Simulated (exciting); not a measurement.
# KLuS2: the K K edge from the Bethe–Salpeter equation, part 2 of 3

How far do the exchange and direct terms reshape the K K edge of KLuS2?

exciting sodium; X-ray absorption, core-level Bethe-Salpeter equation, exchange and statically screened direct term, Tamm-Dancoff, all-electron LAPW+lo LDA.

So far. Step 3 (A richer basis for the empty states): Against the first ground state the total energy moves by -6 meV an atom and the gap by 0.00 eV.

### 4. Screening, kernels and BSE for K atom 2

The absorber has 6 S at 3.15 Å (distorted octahedral, site symmetry -3m).

Input file input.xml:

```
<input>
  <title>KLuS2</title>
  <structure speciespath="." autormt="false" epslat="1.0e-5">
    <crystal>
      <basevect>3.7312642324 2.1542464090 13.7767333546</basevect>
      <basevect>-3.7312642324 2.1542464090 13.7767333546</basevect>
      <basevect>0.0000000000 -4.3084928179 13.7767333546</basevect>
    </crystal>
    <species speciesfile="Lu.xml" rmt="2.300">
      <atom coord="0.5000000000 0.5000000000 0.5000000000"/>
    </species>
    <species speciesfile="K.xml" rmt="2.464">
      <atom coord="0.0000000000 0.0000000000 0.0000000000"/>
    </species>
    <species speciesfile="S.xml" rmt="2.300">
      <atom coord="0.7663100000 0.7663100000 0.7663100000"/>
      <atom coord="0.2336900000 0.2336900000 0.2336900000"/>
    </species>
  </structure>
  <groundstate do="skip" xctype="LDA_PW" ngridk="3 3 3" rgkmax="7" gmaxvr="14" nempty="8" swidth="0.001" maxscl="100" epsengy="1e-5"/>
  <xs xstype="BSE" ngridk="3 3 3" ngridq="3 3 3" vkloff="0.097 0.273 0.493" rgkmax="7" nempty="48" gqmax="3" lmaxapwwf="5" lmaxemat="2" broad="0.01654" tevout="true">
    <energywindow intv="128.437 130.054" points="439"/>
    <screening screentype="full" nempty="74"/>
    <BSE xas="true" xasspecies="2" xasatom="1" xasedge="K" bsetype="singlet" nstlxas="1 44"/>
    <qpointset>
      <qpoint>0 0 0</qpoint>
    </qpointset>
    <plan>
      <doonly task="xsgeneigvec"/>
      <doonly task="writepmatxs"/>
      <doonly task="scrgeneigvec"/>
      <doonly task="scrwritepmat"/>
      <doonly task="screen"/>
      <doonly task="scrcoulint"/>
      <doonly task="exccoulint"/>
    </plan>
  </xs>
</input>
```

Input file input.xml for the last start (plan only):

```
  <plan>
    <doonly task="bse"/>
  </plan>
```

The run is started by

```sh
$ OMP_NUM_THREADS=1 mpirun -n 4 exciting
$ OMP_NUM_THREADS=4 exciting
```

Numbers of over 12 decimals in the logs are rounded to 6 here.

The program printed:

```text
| EXCITING SODIUM started for task xsgeneigvec ( 301)                          =
One-shot GS runs for BSE calculations
One-shot GS runs for k+qmt/2 grids
Info(xsgeneigvec): Generating eigenvectors for Q-point      1
Info(xsgeneigvec): Generation of eigenvectors finished
| EXCITING SODIUM started for task writepmatxs ( 320)                          =
Info(writepmatxs): Momentum matrix elements finished
| EXCITING SODIUM started for task scrgeneigvec ( 401)                         =
One-shot GS runs for BSE calculations
One-shot GS runs for k+qmt/2 grids
Info(xsgeneigvec): Generating eigenvectors for Q-point      1
Using screening GS parameters.
Info(xsgeneigvec): Generation of eigenvectors finished
| EXCITING SODIUM started for task scrwritepmat ( 420)                         =
Info(writepmatxs): Momentum matrix elements finished
Info(scrwritepmat): Momentum matrix elements for screening finished
| EXCITING SODIUM started for task screen ( 430)                               =
Info(screenlauncher): Calculating screening for unshifted q-grid.
Info(screenlauncher): Number of q points:       6
Info(screenlauncher): lowest (partially)  unoccupied state:     24
Info(screenlauncher): highest (partially) occupied state  :     23
Info(screenlauncher): number of occupied states considered:   23
Info(screenlauncher): number of unoccupied states considered:   75
Info(screenlauncher): Starting loop over q-points
Info(screenlauncher): Screening for unshifted q-grid finished
Info(screenlauncher): Screening finished
| EXCITING SODIUM started for task scrcoulint ( 440)                           =
Info(scrcoulintlauncher): Setting up screened Coulomb interaction matrix W.
Info(scrcoulintlauncher): Using momentum transfer vectors from list :   1 to  1
Info(scrcoulintlauncher): Calculating screened Coulomb interaction matrix W
Info(scrcoulintlauncher): Momentum transfer list index: iqmt=  1
Info(scrcoulintlauncher): Momentum transfer: vqmtl=   0.000   0.000   0.000
Info(scrcoulintlauncher): Calculating RR block of W
Info(scrcoulint): Inspecting occupations...
Info(setranges_modxs): Number of non-reduced k-points:       27
Info(setranges_modxs): Number of states considered:       72
Info(setranges_modxs): Number of (partially) occupied states:       10
Info(setranges_modxs): Highest (partially) occupied states:       23
Info(setranges_modxs): Number of (partially) unoccupied states:       49
Info(setranges_modxs): Lowest (partially) unoccupied states:       24
Info(scrcoulint): Selecting transitions...
Info(select_transitions): Inspecting transitions in the  band interval:
  lowest occupied state:   1
  highest occupied state:   2
  lowest unoccupied state:  24
  highest unoccupied state:  67
  Opening gap with a scissor of:      0.000/H      0.000/eV
Info(select_transitions): Number of participating transitions:    2376
Info(scrcoulint): Size of file SCCLI will be about     0.043619 GB
Info(scrcoulint): Using q-grid
Info(scrcoulint): Number of reduced q-points:      6
Info(scrcoulint): Number of non-reduced q-points:     27
Info(scrcoulint): Calculating W(G1,G2,qr) fourier coefficients
Info(scrcoulint): Calculating W matrix elements
Info(scrcoulintlauncher): Screened coulomb interaction finished for iqmt=   1
| EXCITING SODIUM started for task exccoulint ( 441)                           =
Info(exccoulintlauncher): Setting up exchange interaction matrix V.
Info(exccoulintlauncher): Using momentum transfer vectors from list :   1 to  1
Info(exccoulintlauncher):Calculating exchange interaction matrix V
Info(exccoulintlauncher): Momentum transfer list index: iqmt=  1
Info(exccoulintlauncher): Momentum transfer: vqmtl=   0.000   0.000   0.000
Info(exccoulintlauncher): Calculating RR block of V
Info(exccoulint): Inspecting occupations...
Info(setranges_modxs): Number of non-reduced k-points:       27
Info(setranges_modxs): Number of states considered:       72
Info(setranges_modxs): Number of (partially) occupied states:       10
Info(setranges_modxs): Highest (partially) occupied states:       23
Info(setranges_modxs): Number of (partially) unoccupied states:       49
Info(setranges_modxs): Lowest (partially) unoccupied states:       24
Info(exccoulint): Selecting transitions...
Info(select_transitions): Inspecting transitions in the  band interval:
  lowest occupied state:   1
  highest occupied state:   2
  lowest unoccupied state:  24
  highest unoccupied state:  67
  Opening gap with a scissor of:      0.000/H      0.000/eV
Info(select_transitions): Number of participating transitions:    2376
Info(exccoulint): Size of file EXCLI will be about     0.043619 GB
Info(exccoulint): Generating plane wave matrix elements for momentum transfer iqmt=   1
  Timing (in seconds)	   :     459.761
Info(exccoulint): Generating V matrix elements
Info(exccoulint): Zeroing Coulomb potential at G+qmt index:  1
Info(exccoulintlauncher): Exchange interaction finished for iqmt=   1
| EXCITING SODIUM started for task bse ( 445)                                  =
Info(bselauncher): Init time:    1.417276
Info(bselauncher): Setting up and diagonalizing BSE Hamiltonian.
Info(bselauncher): Using momentum transfer vectors from list :   1 to  1
Info(bselauncher): Distributing qmt-points over   1 processes.
Info(bselauncher): BSE type: singlet
Info(bselauncher): Momentum transfer list index: iqmt=  1
Info(bselauncher): Momentum transfer: vqmtl=   0.000   0.000   0.000
Info(bse): Inspecting occupations...
Info(setranges_modxs): Number of non-reduced k-points:       27
Info(setranges_modxs): Number of states considered:       72
Info(setranges_modxs): Number of (partially) occupied states:       10
Info(setranges_modxs): Highest (partially) occupied states:       23
Info(setranges_modxs): Number of (partially) unoccupied states:       49
Info(setranges_modxs): Lowest (partially) unoccupied states:       24
Info(select_transitions): Inspecting transitions in the  band interval:
  lowest occupied state:   1
  highest occupied state:   2
  lowest unoccupied state:  24
  highest unoccupied state:  67
  Opening gap with a scissor of:      0.000/H      0.000/eV
Info(select_transitions): Number of participating transitions:    2376
Info(bse): Selecting transitions...
Info(bse):bsegap (eV):  3506.870417
Info(bse): Assembling BSE matrix
  RR/RA blocks of global BSE-Hamiltonian:
  Size of the Hamiltonian:    2376
  Number of k-points:      27
  Distributing matrix to   1 processes
  Local matrix shape   2376 x  2376
Info(bse): max local RAM needed for BSE matrices ~     0.084123 GB
Info(setup_bse_block): Setting up RR part of hamiltonian
Info(setup_bse_block): Singlet spin state
Info(bse): Diagonalizing RR Hamiltonian (TDA)
Info(bse): Invoking Lapack routine ZHEEVR
      2376 eigen solutions found in the interval:
         i1=       1 i2=    2376
Info(bse): Writing excition energies and oscillator strengths to text file.
Info(makespectrum_dist): Making spectrum using formula for coupling with time reversed AR basis.
Info(makespectrum_dist): Using formalism for vanishing momentum transfer.
Info(writederived): Writing quantities derived from the macroscopic dielectric function.
Info(bselauncher): Spectrum finished for iqmt=  1
Info(bselauncher): All done for BSE type singlet
```

The job ended after 14 min (4 MPI ranks of Arm Neoverse V2, shared host).

Wall time by task: xsgeneigvec 9.2 s, writepmatxs 5.8 s, scrgeneigvec 5.1 s, scrwritepmat 3.8 s, screen 2.1 min, scrcoulint 4 min, exccoulint 7.7 min, bse 7.8 s.

The K K spectrum of K atom 2 (energy from the Kohn–Sham onset, core level to the lowest empty state found on the meshes used, 3506.87 eV; the shifted mesh sets it, since it comes nearer the band minimum than the ground-state mesh; Im ε scaled to the maximum of the singlet run; cut below the end of the band set):

```tsv
E (eV)	isotropic	ε ⊥ c	ε ∥ c
-3.0	0.03	0.03	0.02
-2.0	0.04	0.05	0.03
-1.0	0.08	0.10	0.05
0.0	0.26	0.35	0.09
1.0	0.74	1.00	0.23
2.0	1.00	1.02	0.97
3.0	0.86	0.78	1.03
4.0	0.56	0.43	0.82
5.0	0.48	0.41	0.63
6.0	0.59	0.51	0.75
7.0	0.72	0.60	0.96
8.0	0.88	0.81	1.02
9.0	0.69	0.82	0.42
10.0	0.45	0.54	0.29
11.0	0.39	0.46	0.25
12.0	0.35	0.39	0.28
13.0	0.36	0.40	0.28
14.0	0.39	0.37	0.42
15.0	0.48	0.45	0.52
16.0	0.42	0.34	0.58
17.0	0.33	0.28	0.44
18.0	0.30	0.24	0.43
19.0	0.32	0.32	0.33
20.0	0.45	0.47	0.42
21.0	0.39	0.46	0.27
```

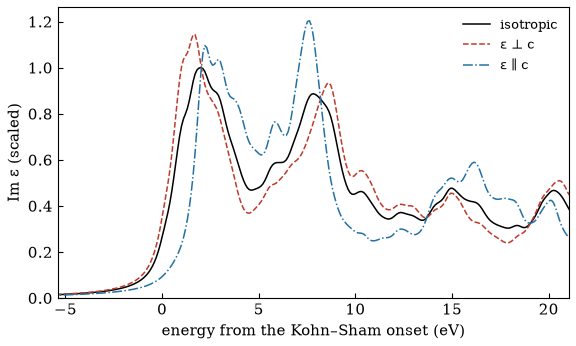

The K K edge of K atom 2.

Maxima (height): 2.0 eV (1.00), 7.8 eV (0.89), 10.3 eV (0.46), 12.3 eV (0.37), 14.9 eV (0.48) and 20.3 eV (0.47).

The Hamiltonian has 2376 rows. The lowest groups of eigenvalues and the brightest ones, on the scale above. Core spinors bring spin-forbidden partners, so dark means forbidden by spin or by symmetry, and the shifted mesh splits states that symmetry would keep together:

```tsv
energy (eV)	states within 10 meV	relative strength
-1.279	2	1.2e-4
-1.256	2	2.1e-4
-1.158	2	2.4e-4
-0.448	2	0.0012
-0.431	2	3.4e-4
-0.346	2	0.017
0.110	2	0.086
0.971	2	0.47
1.051	2	1.00
1.511	2	0.36
1.571	2	0.54
1.711	2	0.59
1.764	4	0.57
2.139	2	0.68
```

### 5. Independent particles

Edit input.xml of step 4 so:

```diff
@@ -23,3 +23,3 @@
     <screening screentype="full" nempty="74"/>
-    <BSE xas="true" xasspecies="2" xasatom="1" xasedge="K" bsetype="singlet" nstlxas="1 44"/>
+    <BSE xas="true" xasspecies="2" xasatom="1" xasedge="K" bsetype="IP" nstlxas="1 44"/>
     <qpointset>
@@ -28,9 +28,3 @@
     <plan>
-      <doonly task="xsgeneigvec"/>
-      <doonly task="writepmatxs"/>
-      <doonly task="scrgeneigvec"/>
-      <doonly task="scrwritepmat"/>
-      <doonly task="screen"/>
-      <doonly task="scrcoulint"/>
-      <doonly task="exccoulint"/>
+      <doonly task="bse"/>
     </plan>
```

The run is started by

```sh
$ OMP_NUM_THREADS=4 exciting
```

The program printed:

```text
| EXCITING SODIUM started for task bse ( 445)                                  =
Info(bselauncher): Init time:    1.424435
Info(bselauncher): Setting up and diagonalizing BSE Hamiltonian.
Info(bselauncher): Using momentum transfer vectors from list :   1 to  1
Info(bselauncher): Distributing qmt-points over   1 processes.
Info(bselauncher): BSE type: IP
Info(bselauncher): Momentum transfer list index: iqmt=  1
Info(bselauncher): Momentum transfer: vqmtl=   0.000   0.000   0.000
Info(bse): Inspecting occupations...
Info(setranges_modxs): Number of non-reduced k-points:       27
[...]
highest unoccupied state:  67
  Opening gap with a scissor of:      0.000/H      0.000/eV
Info(select_transitions): Number of participating transitions:    2376
Info(bse): Selecting transitions...
Info(bse):bsegap (eV):  3506.870417
Info(bse): IP requested, nothing much to do
Info(bse): Writing excition energies and oscillator strengths to text file.
Info(makespectrum_dist): Making spectrum using formula for coupling with time reversed AR basis.
Info(makespectrum_dist): Using formalism for vanishing momentum transfer.
Info(writederived): Writing quantities derived from the macroscopic dielectric function.
Info(bselauncher): Spectrum finished for iqmt=  1
Info(bselauncher): All done for BSE type IP
```

Elapsed: 3 s, on 4 threads.

Maxima (height): 4.3 eV (0.55), 6.3 eV (0.37), 9.6 eV (0.90), 16.1 eV (0.60) and 18.8 eV (0.47). Against the singlet run the r.m.s. difference is 58 %. The highest maximum lies at 9.6 eV (0.90), against 2.0 eV (1.00).

### 6. Exchange alone

Edit input.xml of step 5 so:

```diff
@@ -23,3 +23,3 @@
     <screening screentype="full" nempty="74"/>
-    <BSE xas="true" xasspecies="2" xasatom="1" xasedge="K" bsetype="IP" nstlxas="1 44"/>
+    <BSE xas="true" xasspecies="2" xasatom="1" xasedge="K" bsetype="RPA" nstlxas="1 44"/>
     <qpointset>
```

The run is started by

```sh
$ OMP_NUM_THREADS=4 exciting
```

The program printed:

```text
| EXCITING SODIUM started for task bse ( 445)                                  =
Info(bselauncher): Init time:    1.412184
Info(bselauncher): Setting up and diagonalizing BSE Hamiltonian.
Info(bselauncher): Using momentum transfer vectors from list :   1 to  1
Info(bselauncher): Distributing qmt-points over   1 processes.
Info(bselauncher): BSE type: RPA
Info(bselauncher): Momentum transfer list index: iqmt=  1
Info(bselauncher): Momentum transfer: vqmtl=   0.000   0.000   0.000
Info(bse): Inspecting occupations...
Info(setranges_modxs): Number of non-reduced k-points:       27
[...]
Info(setup_bse_block): Setting up RR part of hamiltonian
Info(setup_bse_block): Using RPA approximation
Info(bse): Diagonalizing RR Hamiltonian (TDA)
Info(bse): Invoking Lapack routine ZHEEVR
      2376 eigen solutions found in the interval:
         i1=       1 i2=    2376
Info(bse): Writing excition energies and oscillator strengths to text file.
Info(makespectrum_dist): Making spectrum using formula for coupling with time reversed AR basis.
Info(makespectrum_dist): Using formalism for vanishing momentum transfer.
Info(writederived): Writing quantities derived from the macroscopic dielectric function.
Info(bselauncher): Spectrum finished for iqmt=  1
Info(bselauncher): All done for BSE type RPA
```

Wall time 9 s (4 threads).

Maxima (height): 4.3 eV (0.54), 6.3 eV (0.37), 9.6 eV (0.90), 16.1 eV (0.60) and 18.8 eV (0.47). The spectrum is that of the independent-particle run within 1 %.

### 7. Another input

In this try the input is made faulty on purpose, to show what that does.

Edit input.xml of step 6 so:

```diff
@@ -22,4 +22,4 @@
     <energywindow intv="128.437 130.054" points="439"/>
-    <screening screentype="full" nempty="74"/>
-    <BSE xas="true" xasspecies="2" xasatom="1" xasedge="K" bsetype="RPA" nstlxas="1 44"/>
+    <screening screentype="full" nempty="8"/>
+    <BSE xas="true" xasspecies="2" xasatom="1" xasedge="K" bsetype="singlet" nstlxas="1 44"/>
     <qpointset>
@@ -28,3 +28,6 @@
     <plan>
-      <doonly task="bse"/>
+      <doonly task="scrgeneigvec"/>
+      <doonly task="scrwritepmat"/>
+      <doonly task="screen"/>
+      <doonly task="scrcoulint"/>
     </plan>
```

Input file input.xml for the last start (plan only):

```
  <plan>
    <doonly task="bse"/>
  </plan>
```

The run is started by

```sh
$ OMP_NUM_THREADS=1 mpirun -n 4 exciting
$ OMP_NUM_THREADS=4 exciting
```

The program printed:

```text
| EXCITING SODIUM started for task scrgeneigvec ( 401)                         =
One-shot GS runs for BSE calculations
One-shot GS runs for k+qmt/2 grids
Info(xsgeneigvec): Generating eigenvectors for Q-point      1
Using screening GS parameters.
Info(xsgeneigvec): Generation of eigenvectors finished
| EXCITING SODIUM started for task scrwritepmat ( 420)                         =
Info(writepmatxs): Momentum matrix elements finished
Info(scrwritepmat): Momentum matrix elements for screening finished
| EXCITING SODIUM started for task screen ( 430)                               =
[...]
Info(setup_bse_block): Setting up RR part of hamiltonian
Info(setup_bse_block): Singlet spin state
Info(bse): Diagonalizing RR Hamiltonian (TDA)
Info(bse): Invoking Lapack routine ZHEEVR
      2376 eigen solutions found in the interval:
         i1=       1 i2=    2376
Info(bse): Writing excition energies and oscillator strengths to text file.
Info(makespectrum_dist): Making spectrum using formula for coupling with time reversed AR basis.
Info(makespectrum_dist): Using formalism for vanishing momentum transfer.
Info(writederived): Writing quantities derived from the macroscopic dielectric function.
Info(bselauncher): Spectrum finished for iqmt=  1
Info(bselauncher): All done for BSE type singlet
```

The job ended after 4.9 min (4 MPI ranks).

Wall time by task: scrgeneigvec 9.3 s, scrwritepmat 3.4 s, screen 29 s, scrcoulint 4 min, bse 7.8 s.

The input has a fault: far too few empty states in the screening. Against the singlet run the r.m.s. difference is 29 %. The highest maximum lies at 1.7 eV (1.32), against 2.0 eV (1.00). The first bright state moves from 0.11 to 0.03 eV. Too few states underscreen, so the attraction is too strong.

```tsv
E (eV)	first run	this run
-4.0	0.02	0.03
-3.0	0.03	0.04
-2.0	0.04	0.07
-1.0	0.08	0.16
0.0	0.26	0.62
1.0	0.74	1.22
2.0	1.00	1.21
3.0	0.86	0.79
4.0	0.56	0.51
5.0	0.48	0.51
6.0	0.59	0.62
7.0	0.72	0.76
8.0	0.88	0.76
9.0	0.69	0.50
10.0	0.45	0.37
11.0	0.39	0.31
12.0	0.35	0.31
13.0	0.36	0.31
14.0	0.39	0.36
15.0	0.48	0.41
16.0	0.42	0.35
17.0	0.33	0.27
18.0	0.30	0.26
19.0	0.32	0.28
20.0	0.45	0.39
21.0	0.39	0.30
```

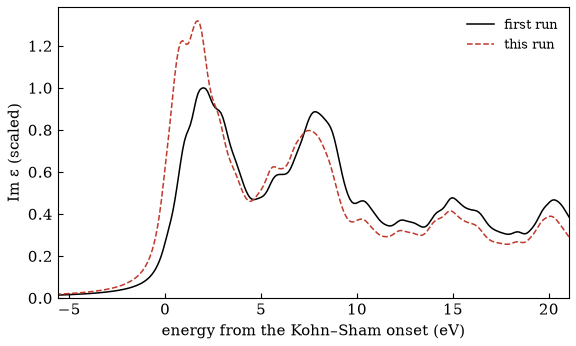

This run beside the first singlet run.

(Part 2 of 3 ends here.)

[Banner, clock and machine lines of the logs are left out without a mark of their own.]

[Logs are printed without paths, hosts, clocks, repeated set-up lines and the standing remarks that a program may print on its own settings, such as how far it seeks lower states.]

[Hosts, paths, dates, database ids (printed as entryN), source tags and the programs' standing remarks are cut or masked in the printed files.]
